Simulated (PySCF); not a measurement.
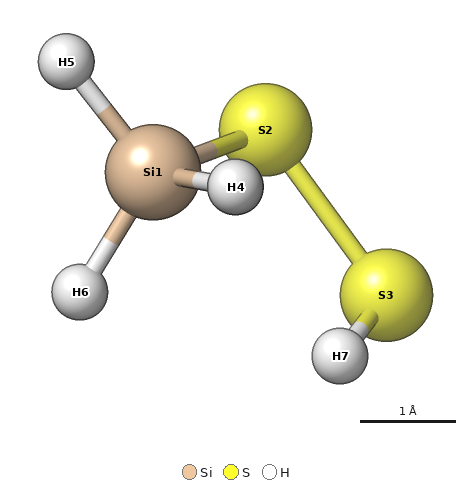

Figure 1. The structure as given in the input (ball-and-stick view, seen at a tilt; atoms are numbered from 1 in the order of the input). Bond lengths as drawn: H–S 1.35 Å, H–Si 1.49 Å, S–S 2.16 Å and S–Si 2.15 Å.

# Two runs on SiH$_{4}$S$_{2}$

System: SiH$_{4}$S$_{2}$, SMILES [SiH3]SS.
Method of run 1: GIAO PBE0/pcSseg-1 NMR shielding, non-relativistic, IEF-PCM chloroform (PySCF 2.14.0).

The geometry comes from this level: B3LYP-D3(BJ)/def2-SVP. Text and figures count atoms from 1; the logs count them from 0 in places.

**Input, run 1**
```
{"job": {"kind": "nmr", "xc": "PBE0", "basis": "pcSseg-1", "solvent": "chloroform", "pop": false}, "charge": 0, "multiplicity": 1}
Si    -0.868537     0.318786    -0.004315
S      0.210704    -1.137701    -1.169165
S      2.157383    -1.023888    -0.244217
H     -0.233807     1.662772    -0.118370
H     -2.239386     0.325675    -0.582171
H     -0.898381    -0.067408     1.435006
H      1.872024    -0.078236     0.683231
```

The first line tells a small driver script what to run in PySCF; the rest is the geometry in Å.

Launched with:
```bash
OMP_NUM_THREADS=1 python <driver script> task.json out
```

Hardware: 1 CPU thread, shared host.

**Output (run 1)**
```
coarse grid: 7352 points
cycle   1  E = -1087.8043007746  dE = -1.227e-02  |g| = 1.855e-01  |ddm| = 2.454e+00
cycle   2  E = -1087.8090577059  dE = -4.757e-03  |g| = 1.377e-01  |ddm| = 3.988e-01
cycle   3  E = -1087.8144065707  dE = -5.349e-03  |g| = 2.464e-02  |ddm| = 2.013e-01
cycle   4  E = -1087.8145409134  dE = -1.343e-04  |g| = 7.844e-03  |ddm| = 3.530e-02
cycle   5  E = -1087.8145569227  dE = -1.601e-05  |g| = 2.026e-03  |ddm| = 1.102e-02
cycle   6  E = -1087.8145580118  dE = -1.089e-06  |g| = 6.306e-04  |ddm| = 3.098e-03
final grid: 56912 points
cycle   7  E = -1087.8353511495  dE = -1.127e-05  |g| = 3.481e-03  |ddm| = 1.714e-02
cycle   8  E = -1087.8353514866  dE = -3.371e-07  |g| = 3.071e-03  |ddm| = 8.373e-03
cycle   9  E = -1087.8353536471  dE = -2.160e-06  |g| = 3.825e-04  |ddm| = 4.198e-03
cycle  10  E = -1087.8353536876  dE = -4.049e-08  |g| = 5.972e-05  |ddm| = 4.860e-04
cycle  11  E = -1087.8353536884  dE = -7.706e-10  |g| = 2.601e-05  |ddm| = 9.883e-05
converged SCF energy = -1087.8353536884

GIAO shielding tensors (ppm)
atom      isotropic    diamagn.    paramagn.     s11        s22        s33       span
  0 Si     390.849     878.315    -487.466    344.435    363.079    465.034    120.599
  1 S      645.695    1056.556    -410.861    454.867    520.395    961.822    506.955
  2 S      505.854    1054.630    -548.776    352.814    386.450    778.298    425.484
  3 H       26.593      28.250      -1.657     22.828     24.867     32.085      9.257
  4 H       26.423      27.657      -1.234     22.712     23.857     32.700      9.988
  5 H       26.588      28.237      -1.649     22.818     24.848     32.099      9.281
  6 H       28.252      28.467      -0.215     20.578     26.918     37.260     16.683
```

The input of run 2 differs as follows (lines with − go, lines with + come):
```diff
-Si    -0.868537     0.318786    -0.004315
-S      0.210704    -1.137701    -1.169165
-S      2.157383    -1.023888    -0.244217
-H     -0.233807     1.662772    -0.118370
-H     -2.239386     0.325675    -0.582171
-H     -0.898381    -0.067408     1.435006
-H      1.872024    -0.078236     0.683231
+Si    -0.986357     0.300037    -0.062973
+S      0.316051    -1.030029    -1.176115
+S      1.939090    -1.055975     0.190784
+H     -0.352911     1.639215     0.091471
+H     -2.228349     0.412648    -0.881107
+H     -1.298376    -0.263154     1.278092
+H      2.614185     0.002162    -0.326304
```

Predict how the results change.

With the same method and basis, run 2 lies 6.1 kcal/mol lower. The HOMO goes from −6.64 to −7.42 eV. The LUMO goes from −1.78 to −1.49 eV. The dipole moment goes from 2.92 to 2.07 D. Of all shieldings, the largest change is that of S3, by +36.2 ppm. The number of SCF iterations is the same.

**Output (run 2)**
```
coarse grid: 7352 points
cycle   1  E = -1087.8153707273  dE = -8.669e-03  |g| = 1.715e-01  |ddm| = 2.442e+00
cycle   2  E = -1087.8200491255  dE = -4.678e-03  |g| = 1.180e-01  |ddm| = 3.642e-01
cycle   3  E = -1087.8237614693  dE = -3.712e-03  |g| = 2.438e-02  |ddm| = 1.718e-01
cycle   4  E = -1087.8238911801  dE = -1.297e-04  |g| = 7.741e-03  |ddm| = 3.494e-02
cycle   5  E = -1087.8239066285  dE = -1.545e-05  |g| = 1.997e-03  |ddm| = 1.107e-02
cycle   6  E = -1087.8239076944  dE = -1.066e-06  |g| = 5.643e-04  |ddm| = 3.067e-03
final grid: 56912 points
cycle   7  E = -1087.8450188855  dE = -1.046e-05  |g| = 3.544e-03  |ddm| = 1.674e-02
cycle   8  E = -1087.8450192570  dE = -3.715e-07  |g| = 3.147e-03  |ddm| = 8.417e-03
cycle   9  E = -1087.8450215320  dE = -2.275e-06  |g| = 3.438e-04  |ddm| = 4.149e-03
cycle  10  E = -1087.8450215640  dE = -3.201e-08  |g| = 6.145e-05  |ddm| = 4.448e-04
cycle  11  E = -1087.8450215648  dE = -8.472e-10  |g| = 2.484e-05  |ddm| = 1.009e-04
converged SCF energy = -1087.8450215648

GIAO shielding tensors (ppm)
atom      isotropic    diamagn.    paramagn.     s11        s22        s33       span
  0 Si     389.957     877.788    -487.832    336.771    375.291    457.809    121.037
  1 S      634.474    1056.546    -422.072    449.325    530.673    923.423    474.098
  2 S      542.044    1055.128    -513.084    387.318    445.484    793.330    406.012
  3 H       26.723      28.234      -1.511     23.013     25.170     31.986      8.973
  4 H       26.446      27.669      -1.222     22.855     23.869     32.616      9.761
  5 H       26.656      27.825      -1.169     22.876     25.118     31.974      9.099
  6 H       27.295      28.491      -1.197     19.345     25.095     37.443     18.098
```

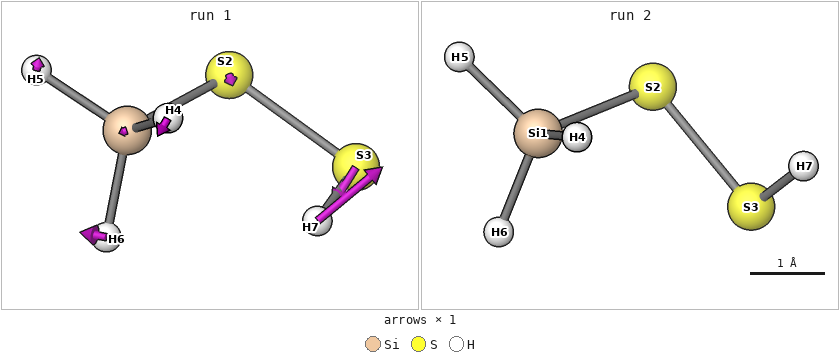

Figure 2. The two input geometries at one scale (ball-and-stick view, seen at a tilt). The pink arrows on the first give the shifts of the atoms after the best rigid fit, at true length. The atom that moves furthest after the best rigid fit is H7 (1.16 Å). By element the largest moves are H 1.16 Å, S 0.63 Å, Si 0.13 Å. Among the contacts that change: S2–S3 2.158 → 2.122 Å, Si1–S2 2.155 → 2.169 Å.

**The two runs side by side**

| quantity | run 1 | run 2 |
| --- | --- | --- |
| outcome | converged | converged |
| total energy (hartree) | −1087.835354 | −1087.845022 |
| HOMO (eV) | −6.64 | −7.42 |
| LUMO (eV) | −1.78 | −1.49 |
| dipole moment (D) | 2.92 | 2.07 |
| shielding of Si1 (ppm) | 390.8 | 390.0 |
| shielding of S2 (ppm) | 645.7 | 634.5 |
| shielding of S3 (ppm) | 505.9 | 542.0 |
| shielding of H4 (ppm) | 26.6 | 26.7 |
| shielding of H5 (ppm) | 26.4 | 26.4 |
| shielding of H6 (ppm) | 26.6 | 26.7 |
| shielding of H7 (ppm) | 28.3 | 27.3 |
| SCF iterations | 11 | 11 |
| basis functions | 92 | 92 |
| wall time (shared host) | 3.4 s | 3.2 s |
